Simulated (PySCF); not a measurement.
# C4H7F (SMILES FC1CCC1): levels of theory compared

Aim: a comparison of 6 runs (HF/STO-3G, HF/def2-SVP, B2PLYP/STO-3G, B3LYP/6-31G*, PBE0/def2-SVP, wB97X/def2-SVPD) of C4H7F. Input form: a Python script.

Program for the calculation: PySCF 2.14.0.

## 1. Starting point

C4H7F has 12 atoms, charge 0, and is taken as a singlet. SMILES: `FC1CCC1`. Geometry: relaxed at PBE0-D4/def2-TZVP.

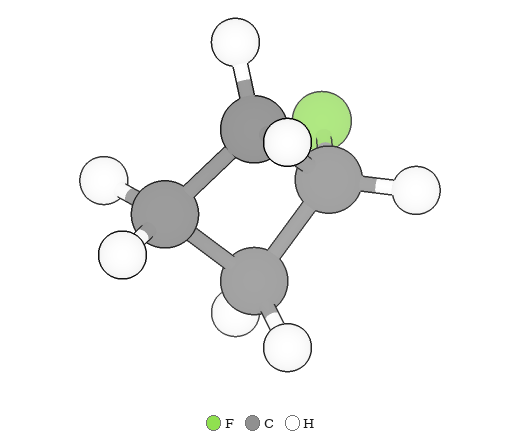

The structure, seen from a chosen angle (fluorine green, carbon grey, hydrogen white).

## 2. Energy and forces at HF/STO-3G (run 1)

run.py reads:

```python
import pyscf.grad
from pyscf import gto, scf

molecule = gto.M(
    atom='''
F       -1.873700       0.343500       0.782400
C       -0.950600      -0.466900       0.139800
C        0.387400      -0.468400       0.884600
C        0.894100       0.622400      -0.083400
C       -0.283600       0.277500      -1.020200
H       -1.445900      -1.420100      -0.058900
H        0.331800      -0.231400       1.947400
H        0.913000      -1.417000       0.757400
H        1.900500       0.502800      -0.484800
H        0.803400       1.622900       0.340400
H       -0.863300       1.097200      -1.445500
H        0.005100      -0.407800      -1.819800
''',
    verbose=4,
    basis='sto-3g',
    max_memory=1860,
    spin=0,
)

mf = scf.RHF(molecule)
mf.conv_tol = 1e-10
mf.kernel()
if not mf.converged:
    mf = mf.newton().run(mf.mo_coeff, mf.mo_occ)

etot = mf.e_tot
print('E = %.10f Eh' % etot)
grad = mf.Gradients().kernel()
dip = mf.dip_moment()
pop, q = mf.mulliken_pop()
```

Run with:

```bash
$ OMP_NUM_THREADS=1 python run.py
```

The log of the run:

```text
PySCF version 2.14.0

[... 62 lines left out ...]
converged SCF energy = -251.723649924125
[... 12 lines left out ...]
Dipole moment(X, Y, Z, Debye):  0.91513, -0.59123, -0.55402
[... 6 lines left out ...]
pop of  1 C 1s            1.99257
pop of  1 C 2s            1.17237
pop of  1 C 2px           0.87903
pop of  1 C 2py           0.92365
pop of  1 C 2pz           0.94052
pop of  2 C 1s            1.99218
pop of  2 C 2s            1.18585
pop of  2 C 2px           0.96724
pop of  2 C 2py           0.99113
pop of  2 C 2pz           0.98259
pop of  3 C 1s            1.99218
pop of  3 C 2s            1.18310
pop of  3 C 2px           0.97302
pop of  3 C 2py           0.98628
pop of  3 C 2pz           0.96990
pop of  4 C 1s            1.99218
pop of  4 C 2s            1.18584
pop of  4 C 2px           0.97781
pop of  4 C 2py           1.00212
pop of  4 C 2pz           0.96104
pop of  5 H 1s            0.94908
pop of  6 H 1s            0.93723
pop of  7 H 1s            0.93947
pop of  8 H 1s            0.94442
pop of  9 H 1s            0.93806
pop of  10 H 1s           0.93723
pop of  11 H 1s           0.93947
 ** Mulliken atomic charges  **
charge of    0F =     -0.16443
charge of    1C =      0.09187
charge of    2C =     -0.11900
charge of    3C =     -0.10448
charge of    4C =     -0.11899
charge of    5H =      0.05092
charge of    6H =      0.06277
charge of    7H =      0.06053
charge of    8H =      0.05558
charge of    9H =      0.06194
charge of   10H =      0.06277
charge of   11H =      0.06053
```

Run time: 4.8 s. Hardware: 1 thread of Intel Xeon at 2.50GHz (Skylake/Cascade Lake), shared host; peak memory 0.12 GiB.

## 3. Energy and gradient at HF/def2-SVP (run 2)

calc.py reads:

```python
# FC1CCC1
import pyscf.grad
from pyscf import gto

mol = gto.M(
    atom='''
F     -1.873700     0.343500     0.782400
C     -0.950600    -0.466900     0.139800
C      0.387400    -0.468400     0.884600
C      0.894100     0.622400    -0.083400
C     -0.283600     0.277500    -1.020200
H     -1.445900    -1.420100    -0.058900
H      0.331800    -0.231400     1.947400
H      0.913000    -1.417000     0.757400
H      1.900500     0.502800    -0.484800
H      0.803400     1.622900     0.340400
H     -0.863300     1.097200    -1.445500
H      0.005100    -0.407800    -1.819800
''',
    verbose=3,
    spin=0,
    basis='def2-svp',
    max_memory=1860,
)

mf = mol.RHF()
mf.conv_tol = 1e-10
mf.kernel()
if not mf.converged:
    mf = mf.newton().run(mf.mo_coeff, mf.mo_occ)

e_final = mf.e_tot
print('Final energy', e_final)
grad = mf.Gradients().kernel()
dip = mf.dip_moment()
pop, q = mf.mulliken_pop()
```

Run with:

```bash
$ OMP_NUM_THREADS=1 python calc.py
```

The log of the run:

```text
converged SCF energy = -254.758275023726
Final energy -254.7582750237263
[... 8 lines left out ...]
Dipole moment(X, Y, Z, Debye):  1.54456, -1.01106, -0.94021
[... 79 lines left out ...]
pop of  6 H 2py           0.00407
pop of  6 H 2pz           0.01740
pop of  7 H 1s            0.75923
pop of  7 H 2s            0.17143
pop of  7 H 2px           0.00692
pop of  7 H 2py           0.01426
pop of  7 H 2pz           0.00352
pop of  8 H 1s            0.76156
pop of  8 H 2s            0.17309
pop of  8 H 2px           0.01566
pop of  8 H 2py           0.00348
pop of  8 H 2pz           0.00509
pop of  9 H 1s            0.75893
pop of  9 H 2s            0.16247
pop of  9 H 2px           0.00334
pop of  9 H 2py           0.01557
pop of  9 H 2pz           0.00554
pop of  10 H 1s           0.75434
pop of  10 H 2s           0.16564
pop of  10 H 2px          0.00731
pop of  10 H 2py          0.01192
pop of  10 H 2pz          0.00519
pop of  11 H 1s           0.75922
pop of  11 H 2s           0.17144
pop of  11 H 2px          0.00446
pop of  11 H 2py          0.00916
pop of  11 H 2pz          0.01108
 ** Mulliken atomic charges  **
charge of    0F =     -0.40060
charge of    1C =      0.27298
charge of    2C =     -0.06009
charge of    3C =     -0.08133
charge of    4C =     -0.06008
charge of    5H =      0.03338
charge of    6H =      0.05560
charge of    7H =      0.04463
charge of    8H =      0.04111
charge of    9H =      0.05415
charge of   10H =      0.05560
charge of   11H =      0.04464
```

Wall time 28 s (1 thread of Intel Xeon at 2.50GHz (Skylake/Cascade Lake), shared host); peak memory 0.23 GiB.

Runs 3 to 5 aren't shown in full; the table further down has their settings and results.

## 4. Energy and forces at wB97X/def2-SVPD (run 6)

job.py reads:

```python
import pyscf.grad
from pyscf import gto, dft

molecule = gto.Mole()
molecule.atom = '''
F     -1.873700     0.343500     0.782400
C     -0.950600    -0.466900     0.139800
C      0.387400    -0.468400     0.884600
C      0.894100     0.622400    -0.083400
C     -0.283600     0.277500    -1.020200
H     -1.445900    -1.420100    -0.058900
H      0.331800    -0.231400     1.947400
H      0.913000    -1.417000     0.757400
H      1.900500     0.502800    -0.484800
H      0.803400     1.622900     0.340400
H     -0.863300     1.097200    -1.445500
H      0.005100    -0.407800    -1.819800
'''
molecule.spin = 0
molecule.max_memory = 1860
molecule.basis = 'def2-svpd'
molecule.verbose = 4
molecule.build()

myscf = dft.RKS(molecule)
myscf.xc = 'wb97x'
myscf.conv_tol = 1e-10
myscf.grids.level = 5
myscf.kernel()
if not myscf.converged:
    myscf = myscf.newton().run(myscf.mo_coeff, myscf.mo_occ)

e_final = myscf.e_tot
print('E = %.10f Eh' % e_final)
grad = myscf.Gradients().kernel()
dip = myscf.dip_moment()
pop, q = myscf.mulliken_pop()
```

Run with:

```bash
$ OMP_NUM_THREADS=1 python job.py
```

The log of the run:

```text
PySCF version 2.14.0

[... 79 lines left out ...]
converged SCF energy = -256.21782298065
[... 13 lines left out ...]
Dipole moment(X, Y, Z, Debye):  1.49384, -0.91929, -0.88640
[... 133 lines left out ...]
pop of  8 H 3px           0.02907
pop of  8 H 3py          -0.02857
pop of  8 H 3pz           0.00914
pop of  9 H 1s            0.76944
pop of  9 H 2s            0.24438
pop of  9 H 2px           0.00404
pop of  9 H 2py           0.01287
pop of  9 H 2pz           0.00540
pop of  9 H 3px          -0.04113
pop of  9 H 3py           0.01555
pop of  9 H 3pz          -0.01289
pop of  10 H 1s           0.76931
pop of  10 H 2s           0.51163
pop of  10 H 2px          0.00675
pop of  10 H 2py          0.01056
pop of  10 H 2pz          0.00563
pop of  10 H 3px          0.01237
pop of  10 H 3py          0.01582
pop of  10 H 3pz         -0.01410
pop of  11 H 1s           0.76636
pop of  11 H 2s           0.24951
pop of  11 H 2px          0.00455
pop of  11 H 2py          0.00832
pop of  11 H 2pz          0.00952
pop of  11 H 3px         -0.03249
pop of  11 H 3py         -0.02301
pop of  11 H 3pz          0.00933
 ** Mulliken atomic charges  **
charge of    0F =     -0.41047
charge of    1C =      0.66840
charge of    2C =      0.37654
charge of    3C =      0.42427
charge of    4C =      0.37635
charge of    5H =     -0.43946
charge of    6H =     -0.31807
charge of    7H =      0.00773
charge of    8H =     -0.37756
charge of    9H =      0.00234
charge of   10H =     -0.31797
charge of   11H =      0.00790
```

Wall time 6.3 min (1 thread of Intel Xeon at 2.50GHz (Skylake/Cascade Lake), shared host); peak memory 2 GiB.

## 5. The series

| run | level | task | frozen core orbitals | energy (Eh) | dipole moment (D) | HOMO energy (eV) | LUMO energy (eV) | wall time |
| --- | --- | --- | --- | --- | --- | --- | --- | --- |
| 1 | HF/STO-3G | gradient | – | -251.723650 | 1.22 | -10.15 | 13.94 | 4.8 s |
| 2 | HF/def2-SVP | gradient | – | -254.758275 | 2.07 | -12.23 | 4.75 | 28 s |
| 3 | B2PLYP/STO-3G | energy | 5 | -252.727974 | 1.08 | -7.03 | 10.26 | 22 s |
| 4 | B3LYP/6-31G* (spherical functions) | gradient | – | -256.440795 | 1.62 | -8.04 | 2.22 | 73 s |
| 5 | PBE0/def2-SVP | gradient | – | -255.975273 | 1.75 | -8.55 | 1.73 | 1.7 min |
| 6 | wB97X/def2-SVPD | gradient | – | -256.217823 | 1.97 | -11.16 | 2.69 | 6.3 min |

## 6. Results

| quantity | value |
| --- | --- |
| run 6: total energy | -256.21782 Eh |
| run 6: dipole moment | 1.97 D |
| run 6: HOMO energy | -11.16 eV |
| run 6: LUMO energy | 2.69 eV |
| run 6: HOMO–LUMO gap | 13.86 eV |
| run 6: largest force on an atom | 0.252 eV/Å |

**Reading.** The dipole moment (its size) runs from 1.08 D (B2PLYP/STO-3G) to 2.07 D (HF/def2-SVP). The two ends differ in method and basis. A double hybrid's value is that of its SCF part. The HOMO–LUMO gap runs from 10.26 eV (B3LYP/6-31G*) to 24.09 eV (HF/STO-3G). Totals of different functionals can't be ranked against each other. In runs 1, 3 the basis is minimal, so the values are rough. All runs together took 10 min, the longest 6.3 min.
